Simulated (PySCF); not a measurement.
# CH7BNP (SMILES CB(N)P) at 6 levels

Aim: a comparison of 6 runs (HF/def2-SVP, B3LYP/6-31G*, PBE/6-31G**, BLYP/cc-pVTZ, MP2/STO-3G) of CH7BNP. The job is set up through a Python script.

The results are computed with PySCF 2.14.0.

## (1) The structure to begin with

The species is CH7BNP (11 atoms), meant as a singlet with charge 0. As SMILES, `CB(N)P`. Geometry: relaxed at PBE0-D4/def2-TZVP. This is one conformer, not always the lowest.

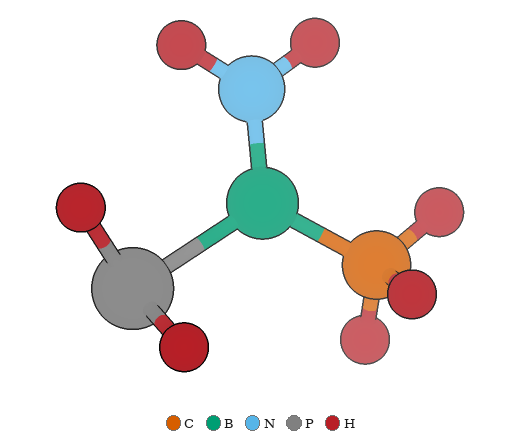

The structure, seen from a chosen angle (carbon orange, boron teal, nitrogen blue, phosphorus grey, hydrogen red).

## (2) Energy and forces at HF/def2-SVP (run 1)

start.xyz reads:

```xyz
11

C     -1.093200     0.922600    -0.128000
B      0.002900    -0.179800     0.111900
N      0.427100    -0.495900     1.401400
P      0.670900    -1.204900    -1.389100
H     -1.903500     0.553200    -0.763700
H     -1.537000     1.299300     0.798300
H     -0.659600     1.776600    -0.659200
H      1.134100    -1.179200     1.611000
H      0.043300    -0.049800     2.218400
H      2.007200    -1.393300    -0.948800
H      0.973300    -0.105700    -2.231400
```

calc.py reads:

```python
import pyscf.grad
from pyscf import gto, scf

molecule = gto.Mole()
molecule.atom = 'start.xyz'
molecule.basis = 'def2-svp'
molecule.max_memory = 1860
molecule.verbose = 3
molecule.build()

myscf = scf.RHF(molecule)
myscf.conv_tol = 1e-10
myscf.kernel()
if not myscf.converged:
    myscf = myscf.newton().run(myscf.mo_coeff, myscf.mo_occ)

etot = myscf.e_tot
print('E = %.10f Eh' % etot)
grad = myscf.Gradients().kernel()
dip = myscf.dip_moment()
pop, q = myscf.mulliken_pop()
```

Run with:

```
OMP_NUM_THREADS=1 python calc.py
```

What it wrote:

```text
converged SCF energy = -461.677238873307
[... 9 lines left out ...]
Dipole moment(X, Y, Z, Debye):  0.42716,  0.80693,  2.30277
[... 68 lines left out ...]
pop of  5 H 2px           0.00685
pop of  5 H 2py           0.00627
pop of  5 H 2pz           0.01366
pop of  6 H 1s            0.74276
pop of  6 H 2s            0.18300
pop of  6 H 2px           0.00711
pop of  6 H 2py           0.01301
pop of  6 H 2pz           0.00748
pop of  7 H 1s            0.71880
pop of  7 H 2s            0.08832
pop of  7 H 2px           0.02084
pop of  7 H 2py           0.02010
pop of  7 H 2pz           0.00945
pop of  8 H 1s            0.71695
pop of  8 H 2s            0.09073
pop of  8 H 2px           0.01362
pop of  8 H 2py           0.01467
pop of  8 H 2pz           0.02199
pop of  9 H 1s            0.73626
pop of  9 H 2s            0.30371
pop of  9 H 2px           0.01264
pop of  9 H 2py           0.00322
pop of  9 H 2pz           0.00311
pop of  10 H 1s           0.73320
pop of  10 H 2s           0.29408
pop of  10 H 2px          0.00250
pop of  10 H 2py          0.00966
pop of  10 H 2pz          0.00710
 ** Mulliken atomic charges  **
charge of    0C =     -0.18272
charge of    1B =      0.11598
charge of    2N =     -0.21433
charge of    3P =     -0.01549
charge of    4H =      0.04726
charge of    5H =      0.02361
charge of    6H =      0.04663
charge of    7H =      0.14250
charge of    8H =      0.14205
charge of    9H =     -0.05895
charge of   10H =     -0.04653
```

Wall time 6 s (1 thread of Arm Neoverse V2, shared host); peak memory 0.2 GiB.

## (3) Energy and forces at B3LYP/6-31G(d) (spherical functions) (run 2)

job.py reads:

```python
import pyscf.grad
from pyscf import gto, dft

mol = gto.Mole()
mol.atom = '''
C     -1.093200     0.922600    -0.128000
B      0.002900    -0.179800     0.111900
N      0.427100    -0.495900     1.401400
P      0.670900    -1.204900    -1.389100
H     -1.903500     0.553200    -0.763700
H     -1.537000     1.299300     0.798300
H     -0.659600     1.776600    -0.659200
H      1.134100    -1.179200     1.611000
H      0.043300    -0.049800     2.218400
H      2.007200    -1.393300    -0.948800
H      0.973300    -0.105700    -2.231400
'''
mol.charge = 0
mol.verbose = 4
mol.basis = '6-31g*'
mol.max_memory = 1860
mol.build()

mf = dft.RKS(mol, xc='b3lyp')
mf.grids.level = 5
mf.conv_tol = 1e-10
mf.kernel()
if not mf.converged:
    mf = mf.newton().run(mf.mo_coeff, mf.mo_occ)

e_final = mf.e_tot
print('E(%s) = %.9f' % ('B3LYP', e_final))
grad = mf.Gradients().kernel()
mf.analyze()
```

Run with:

```
OMP_NUM_THREADS=1 python job.py
```

What it wrote:

```text
PySCF version 2.14.0

[... 96 lines left out ...]
One-electron Energy =                 -929.147625919686789
[... 8 lines left out ...]
MO #4   energy= -6.74060938304027  occ= 2
[... 6 lines left out ...]
MO #11  energy= -0.622297653904084 occ= 2
[... 6 lines left out ...]
MO #18  energy= -0.31210797838059  occ= 2
[... 6 lines left out ...]
MO #25  energy= 0.129459583938098  occ= 0
[... 6 lines left out ...]
MO #32  energy= 0.325370144466378  occ= 0
[... 6 lines left out ...]
MO #39  energy= 0.608210725704646  occ= 0
[... 6 lines left out ...]
MO #46  energy= 0.797831188915231  occ= 0
[... 6 lines left out ...]
MO #53  energy= 0.943548911270827  occ= 0
[... 6 lines left out ...]
MO #60  energy= 1.35808958378182   occ= 0
[... 6 lines left out ...]
MO #67  energy= 2.00848696602158   occ= 0
[... 6 lines left out ...]
MO #74  energy= 2.69507036651139   occ= 0
[... 49 lines left out ...]
pop of  3 P 2py           1.99986
pop of  3 P 2pz           1.99984
pop of  3 P 3px           1.07316
pop of  3 P 3py           1.27897
pop of  3 P 3pz           1.06808
pop of  3 P 4px           0.00946
pop of  3 P 4py           0.00587
pop of  3 P 4pz           0.00968
pop of  3 P 3dxy          0.00190
pop of  3 P 3dyz          0.00892
pop of  3 P 3dz^2         0.00209
pop of  3 P 3dxz          0.00424
pop of  3 P 3dx2-y2       0.00884
pop of  4 H 1s            0.88075
pop of  4 H 2s            0.00670
pop of  5 H 1s            0.89904
pop of  5 H 2s            0.00651
pop of  6 H 1s            0.87985
pop of  6 H 2s            0.00659
pop of  7 H 1s            0.76590
pop of  7 H 2s            0.01305
pop of  8 H 1s            0.76653
pop of  8 H 2s            0.01324
pop of  9 H 1s            1.00309
pop of  9 H 2s            0.00459
pop of  10 H 1s           0.99293
pop of  10 H 2s           0.00486
 ** Mulliken atomic charges  **
charge of    0C =     -0.40062
charge of    1B =      0.04490
charge of    2N =     -0.38226
charge of    3P =     -0.01842
charge of    4H =      0.11256
charge of    5H =      0.09445
charge of    6H =      0.11357
charge of    7H =      0.22104
charge of    8H =      0.22023
charge of    9H =     -0.00768
charge of   10H =      0.00222
Dipole moment(X, Y, Z, Debye):  0.52611,  0.87111,  2.43185
```

Wall time 25 s (1 thread of Arm Neoverse V2, shared host); peak memory 0.76 GiB.

Runs 3 to 4 aren't shown in full; the table further down has their settings and results.

## (4) Energy and gradient at BLYP/cc-pVTZ (run 5)

input.py reads:

```python
# CB(N)P
from pyscf import gto, dft

mol = gto.Mole()
mol.atom = '''
C       -1.093200       0.922600      -0.128000
B        0.002900      -0.179800       0.111900
N        0.427100      -0.495900       1.401400
P        0.670900      -1.204900      -1.389100
H       -1.903500       0.553200      -0.763700
H       -1.537000       1.299300       0.798300
H       -0.659600       1.776600      -0.659200
H        1.134100      -1.179200       1.611000
H        0.043300      -0.049800       2.218400
H        2.007200      -1.393300      -0.948800
H        0.973300      -0.105700      -2.231400
'''
mol.charge = 0
mol.spin = 0
mol.max_memory = 1860
mol.verbose = 4
mol.basis = 'cc-pvtz'
mol.build()

ks = dft.RKS(mol)
ks.xc = 'blyp'
ks.grids.level = 5
ks.conv_tol = 1e-10
ks.kernel()
if not ks.converged:
    ks = ks.newton().run(ks.mo_coeff, ks.mo_occ)

e_final = ks.e_tot
print('E = %.10f Eh' % e_final)
grad = ks.nuc_grad_method().kernel()
dip = ks.dip_moment()
pop, q = ks.mulliken_pop()
```

Run with:

```
OMP_NUM_THREADS=1 python input.py
```

What it wrote:

```text
PySCF version 2.14.0

[... 85 lines left out ...]
converged SCF energy = -463.318805822704
[... 13 lines left out ...]
Dipole moment(X, Y, Z, Debye):  0.37917,  0.60978,  2.20755
[... 195 lines left out ...]
pop of  9 H 1s            0.25773
pop of  9 H 2s            0.50056
pop of  9 H 3s            0.22023
pop of  9 H 2px           0.00340
pop of  9 H 2py           0.00080
pop of  9 H 2pz           0.00084
pop of  9 H 3px           0.00810
pop of  9 H 3py           0.00924
pop of  9 H 3pz           0.00742
pop of  9 H 3dxy          0.00047
pop of  9 H 3dyz          0.00009
pop of  9 H 3dz^2         0.00017
pop of  9 H 3dxz          0.00042
pop of  9 H 3dx2-y2       0.00035
pop of  10 H 1s           0.25707
pop of  10 H 2s           0.49784
pop of  10 H 3s           0.20970
pop of  10 H 2px          0.00066
pop of  10 H 2py          0.00264
pop of  10 H 2pz          0.00183
pop of  10 H 3px          0.00682
pop of  10 H 3py          0.00817
pop of  10 H 3pz          0.00976
pop of  10 H 3dxy         0.00023
pop of  10 H 3dyz         0.00047
pop of  10 H 3dz^2        0.00039
pop of  10 H 3dxz         0.00020
pop of  10 H 3dx2-y2      0.00023
 ** Mulliken atomic charges  **
charge of    0C =     -0.34820
charge of    1B =      0.11479
charge of    2N =     -0.20699
charge of    3P =     -0.10164
charge of    4H =      0.09913
charge of    5H =      0.06954
charge of    6H =      0.09906
charge of    7H =      0.14348
charge of    8H =      0.13666
charge of    9H =     -0.00982
charge of   10H =      0.00400
```

Run time: 3.9 min. Hardware: 1 thread of Arm Neoverse V2, shared host; peak memory 1.8 GiB.

## (5) Energy and gradient at MP2/STO-3G (run 6)

job.py reads:

```python
# CB(N)P
from pyscf import gto, mp

system = gto.M(
    atom=[
    ('C', (-1.093200, 0.922600, -0.128000)),
    ('B', (0.002900, -0.179800, 0.111900)),
    ('N', (0.427100, -0.495900, 1.401400)),
    ('P', (0.670900, -1.204900, -1.389100)),
    ('H', (-1.903500, 0.553200, -0.763700)),
    ('H', (-1.537000, 1.299300, 0.798300)),
    ('H', (-0.659600, 1.776600, -0.659200)),
    ('H', (1.134100, -1.179200, 1.611000)),
    ('H', (0.043300, -0.049800, 2.218400)),
    ('H', (2.007200, -1.393300, -0.948800)),
    ('H', (0.973300, -0.105700, -2.231400)),
],
    verbose=3,
    spin=0,
    max_memory=1860,
    basis='sto-3g',
)

hf = system.RHF()
hf.conv_tol = 1e-10
hf.kernel()
if not hf.converged:
    hf = hf.newton().run(hf.mo_coeff, hf.mo_occ)

pt = mp.MP2(hf, frozen=8).run()
e_tot = pt.e_tot
print(f'total energy: {e_tot:.8f} hartree')
grad = pt.nuc_grad_method().kernel()
hf.analyze()
```

Run with:

```
OMP_NUM_THREADS=1 python job.py
```

What it wrote:

```text
converged SCF energy = -456.56527093844
E(RMP2) = -456.740455349423  E_corr = -0.175184410982859
E(SCS-RMP2) = -456.757505733668  E_corr = -0.192234795228596
total energy: -456.74045535 hartree
--------------- RMP2 gradients ---------------
         x                y                z
0 C     0.0045055889    -0.0057317053    -0.0006351303
1 B    -0.0213955040     0.0212699663     0.0028826373
2 N     0.0177624276    -0.0140185427     0.0451629420
3 P    -0.0058466322    -0.0072158284    -0.0015218993
4 H     0.0056066425     0.0027592618     0.0030836537
5 H     0.0032294581    -0.0030615638    -0.0052947790
6 H    -0.0022472381    -0.0063161824     0.0024668306
7 H    -0.0243584773     0.0240699058    -0.0094938712
8 H     0.0109370602    -0.0140533288    -0.0294919712
9 H     0.0110458342    -0.0056010912     0.0019956282
10 H     0.0007608399     0.0078991087    -0.0091540408
----------------------------------------------
**** MO energy ****
MO #1   energy= -78.8886935005613  occ= 2
MO #2   energy= -15.3246982631987  occ= 2
MO #3   energy= -10.9895545903741  occ= 2
MO #4   energy= -7.37679905076503  occ= 2
MO #5   energy= -7.20534793838102  occ= 2
MO #6   energy= -5.02941028100697  occ= 2
MO #7   energy= -5.02914005642222  occ= 2
MO #8   energy= -5.02703416461713  occ= 2
MO #9   energy= -1.09858930386904  occ= 2
MO #10  energy= -0.892073075350337 occ= 2
MO #11  energy= -0.774895437199245 occ= 2
MO #12  energy= -0.627960249811226 occ= 2
MO #13  energy= -0.616176658769105 occ= 2
MO #14  energy= -0.51314761540697  occ= 2
MO #15  energy= -0.505557717110716 occ= 2
MO #16  energy= -0.454309080830564 occ= 2
MO #17  energy= -0.420761024292731 occ= 2
MO #18  energy= -0.380784648547702 occ= 2
MO #19  energy= -0.349821277788264 occ= 2
MO #20  energy= -0.253395814628522 occ= 2
MO #21  energy= 0.329905969513689  occ= 0
MO #22  energy= 0.488589309254903  occ= 0
MO #23  energy= 0.520791558099216  occ= 0
MO #24  energy= 0.598689578568522  occ= 0
MO #25  energy= 0.617145287442528  occ= 0
MO #26  energy= 0.689874998111694  occ= 0
MO #27  energy= 0.722627493581499  occ= 0
MO #28  energy= 0.740697119112469  occ= 0
MO #29  energy= 0.769426611730215  occ= 0
MO #30  energy= 0.888378856595827  occ= 0
MO #31  energy= 0.967441045074497  occ= 0
 ** Mulliken atomic charges  **
charge of    0C =     -0.18264
charge of    1B =      0.06929
charge of    2N =     -0.24917
charge of    3P =      0.23411
charge of    4H =      0.03314
charge of    5H =      0.02271
charge of    6H =      0.03361
charge of    7H =      0.13048
charge of    8H =      0.13116
charge of    9H =     -0.11495
charge of   10H =     -0.10774
Dipole moment(X, Y, Z, Debye):  0.56344,  0.33514,  1.74656
```

Run time: 1.8 s. Hardware: 1 thread of Arm Neoverse V2, shared host; peak memory 0.13 GiB.

## (6) All runs side by side

| run | level | integration grid | Cartesian functions | energy (Eh) | dipole moment (D) of the reference | HOMO energy (eV) | LUMO energy (eV) | wall time |
| --- | --- | --- | --- | --- | --- | --- | --- | --- |
| 1 | HF/def2-SVP | – | no | -461.677239 | 2.48 | -9.40 | 4.13 | 6 s |
| 2 | B3LYP/6-31G* (spherical functions) | 5 | no | -463.321124 | 2.64 | -6.42 | 0.64 | 25 s |
| 3 | B3LYP/6-31G* (Cartesian functions) | 5 | yes | -463.325663 | 2.63 | -6.42 | 0.64 | 26 s |
| 4 | PBE/6-31G** (spherical functions) | 5 | no | -462.973453 | 2.69 | -5.50 | -0.15 | 34 s |
| 5 | BLYP/cc-pVTZ | 5 | no | -463.318806 | 2.32 | -5.58 | -0.41 | 3.9 min |
| 6 | MP2/STO-3G | – | no | -456.740455 | 1.87 | -6.90 | 8.98 | 1.8 s |

## (7) Outcome

| quantity | value |
| --- | --- |
| run 6: total energy | -456.74046 Eh |
| run 6: dipole moment (Hartree–Fock density) | 1.87 D |
| run 6: HOMO energy (Hartree–Fock orbitals) | -6.90 eV |
| run 6: LUMO energy (Hartree–Fock orbitals) | 8.98 eV |
| run 6: HOMO–LUMO gap (Hartree–Fock orbitals) | 15.87 eV |
| run 6: correlation energy (8 core orbitals frozen) | -175.2 mEh |
| run 6: largest force on an atom | 2.598 eV/Å |

Over runs 1, 2, 3, 4, 5 the dipole moment (its size) runs from 2.32 D (BLYP/cc-pVTZ) to 2.69 D (PBE/6-31G**). The two ends differ in method and basis. Over runs 1, 2, 3, 4, 5 the HOMO–LUMO gap runs from 5.17 eV (BLYP/cc-pVTZ) to 13.53 eV (HF/def2-SVP). Totals of different functionals can't be ranked against each other. In run 6 the basis is minimal, so the values are rough. All runs together took 5.4 min, the longest 3.9 min.
